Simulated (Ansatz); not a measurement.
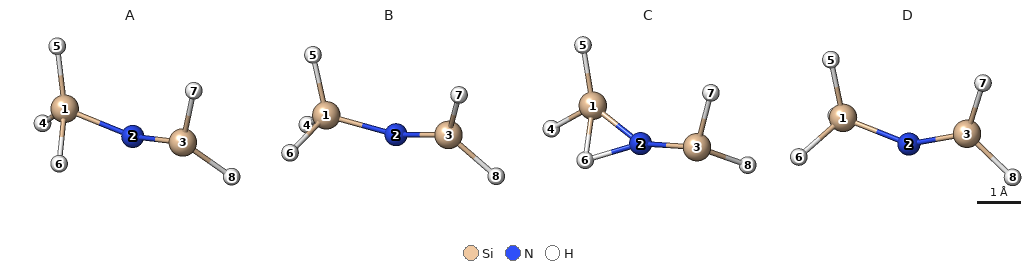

4 geometries from one relaxation of Si2NH5, in shuffled order. The picture is a ball-and-stick view, seen at a tilt.

It is one of the separated reactants of a reaction.

Level of theory: RKS PBE-D4/def2-SVP in Ansatz. (force threshold 0.03 eV/Å; at most 250 steps)

Q: Put them in the order of the run, from the start to the converged end.

A: C, A, B, D. They are steps 0, 3, 7, 15, at +92.4 kcal/mol, +35.1 kcal/mol, +1.24 kcal/mol relative to the last. The atom that moves furthest after the best rigid fit is H6 (1.09 Å). Largest moves by element: H 1.09 Å, Si 0.54 Å, N 0.24 Å. Among the contacts that change: N2–H6 1.375 → 2.641 Å, Si1–N2 1.574 → 1.729 Å, N2–Si3 1.700 → 1.605 Å, Si1–H6 1.420 → 1.508 Å. Bond angles that change, for instance: N2–Si1–H6 54.4° → 109.2°, H5–Si1–H6 142.3° → 107.5°, H4–Si1–H6 80.3° → 108.0°. The energy falls by 92.4 kcal/mol in 13 accepted moves (15 points after the start). Largest force component: 5.1 eV/Å at the start, 0.024 eV/Å at the end. The line search rejected the trial steps at points 9, 14 of the run. The forces were under the threshold at step 10, but the run went on from there.
